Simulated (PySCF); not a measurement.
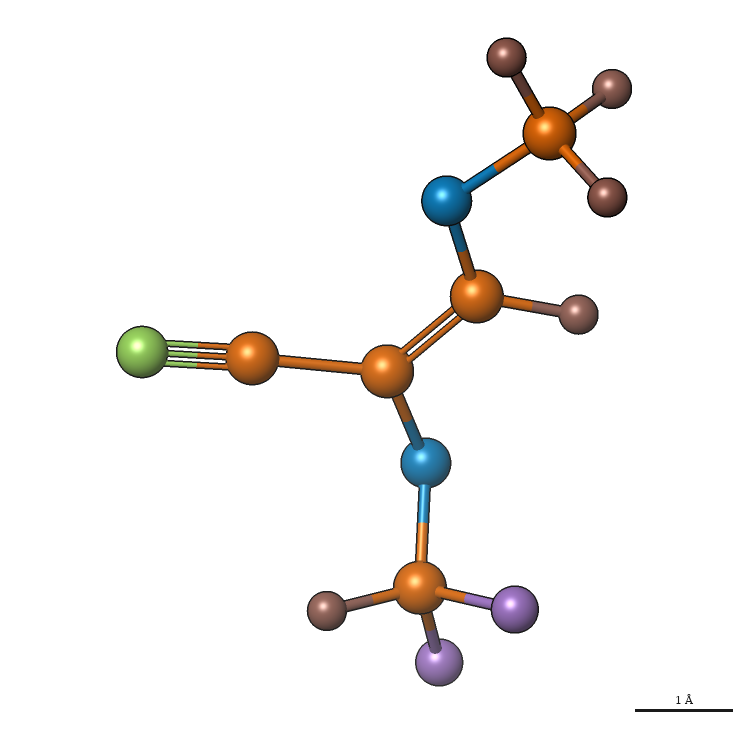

The picture shows a molecular structure as a ball-and-stick model. Double and triple bonds are drawn as two and three sticks. Colours: carbon orange, oxygen blue, nitrogen green, fluorine purple, hydrogen brown.

What does the picture show?

Formula C₅H₅F₂NO₂. As SMILES it reads `CO/C=C(\C#N)OC(F)F`. It has no ring. Among its groups: ether, nitrile, alkene, C–F bond. The point group is C1. Coordination: 2 C tetrahedral; 2 O bent; 2 C trigonal planar; 1 C linear.

The parts below concern this one geometry. Atoms keep their numbers from picture to picture. Computed geometry: PBE0-D3(BJ)/def2-SVP optimisation. No frequency run is at hand to confirm it as a minimum.

### Geometry

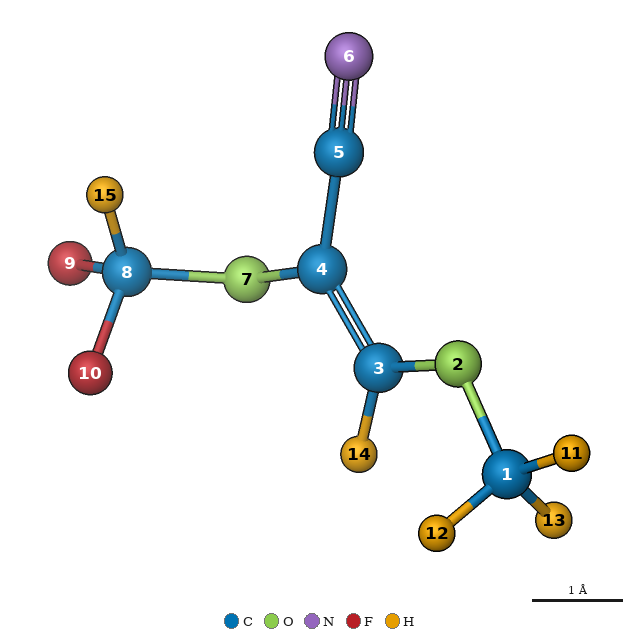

The atoms are numbered. No frequency run is at hand to confirm it as a minimum.

Give these bond angles: O2–C1–H11, O2–C1–H12, O2–C3–H14, C3–C4–O7, C4–C3–H14, C4–C5–N6, C5–C4–O7, O7–C8–F9, O7–C8–F10, O7–C8–H15, F9–C8–H15, F10–C8–H15.

```
     angle  degrees
 O2–C1–H11    106.7
 O2–C1–H12    111.1
 O2–C3–H14    119.0
  C3–C4–O7    119.0
 C4–C3–H14    118.5
  C4–C5–N6    177.8
  C5–C4–O7    117.4
  O7–C8–F9    106.8
 O7–C8–F10    109.9
 O7–C8–H15    112.8
 F9–C8–H15    110.5
F10–C8–H15    108.5
```

### Excitation

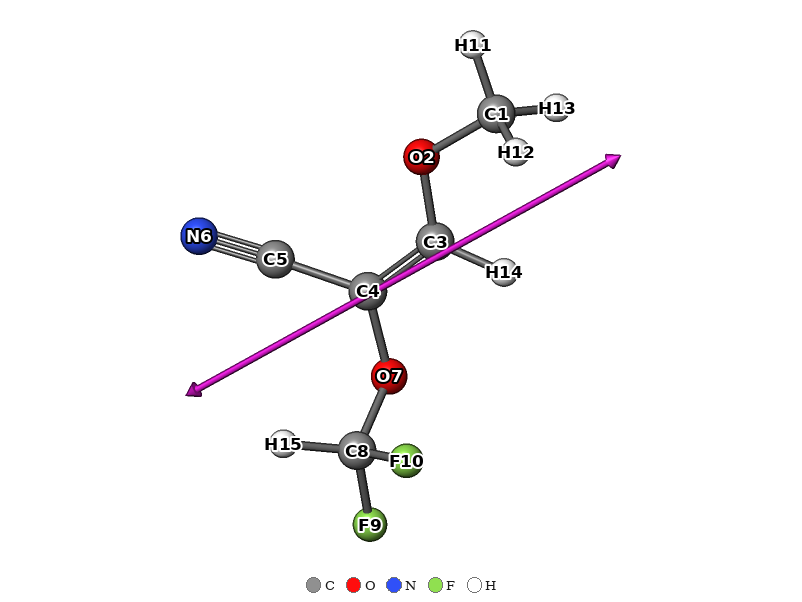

The double arrow shows the direction of the transition dipole to excited singlet state 1 (its length means nothing). No frequency run is at hand to confirm it as a minimum. Level of theory: TDDFT B3LYP/def2-SVPD, vertical, gas phase, core orbitals frozen in the response (PySCF 2.14.0).

How is the transition polarised?

Answer. Nearly parallel to the C1–O2 bond.

Give its energy, strength and character.

Answer. 5.40 eV (229 nm), oscillator strength 0.37, mainly HOMO → LUMO (weight 0.88); transition dipole 4.24 D.

### Quadrupole coupling

No frequency run is at hand to confirm it as a minimum. Electric field gradients from the ground-state density, PBE0/pcSseg-1 in chloroform (IEF-PCM) (PySCF 2.14.0), non-relativistic apart from any core potentials.

Give the largest field-gradient component, the quadrupole coupling constant and the asymmetry for 17O at O2 (Q = −25.6 mb), 14N at N6 (Q = 20.44 mb), 17O at O7 (Q = −25.6 mb).

```
atom  V_zz (a.u.)  e²qQ/h (MHz)     η
  O2        1.831        −11.02  0.51
  N6       −0.888         −4.27  0.37
  O7        1.957        −11.77  0.92
```

### NMR shielding

The questions are on isotropic NMR shieldings of the C atoms. No frequency run is at hand to confirm it as a minimum. Level of theory: GIAO PBE0/pcSseg-1 NMR shielding, non-relativistic, IEF-PCM chloroform (PySCF 2.14.0).

Give the isotropic NMR shieldings of the C atoms atom by atom.

```
atom  σ (ppm)
  C1    123.6
  C3     12.6
  C4     75.8
  C5     64.4
  C8     63.9
```

### Charges

The questions are on IAO charges. No frequency run is at hand to confirm it as a minimum. Method: PBE0/pcSseg-1 in chloroform (IEF-PCM) (PySCF 2.14.0).

Which atom carries the highest charge (most positive or least negative)?

Answer. C8 (0.61 e).

And the lowest?

Answer. O7 (−0.35 e).

Give the IAO charges atom by atom.

```tsv
atom	value (e)
C1	−0.21
O2	−0.29
C3	0.11
C4	0.04
C5	0.13
N6	−0.28
O7	−0.35
C8	0.61
F9	−0.28
F10	−0.31
H11	0.18
H12	0.15
H13	0.15
H14	0.18
H15	0.15
```
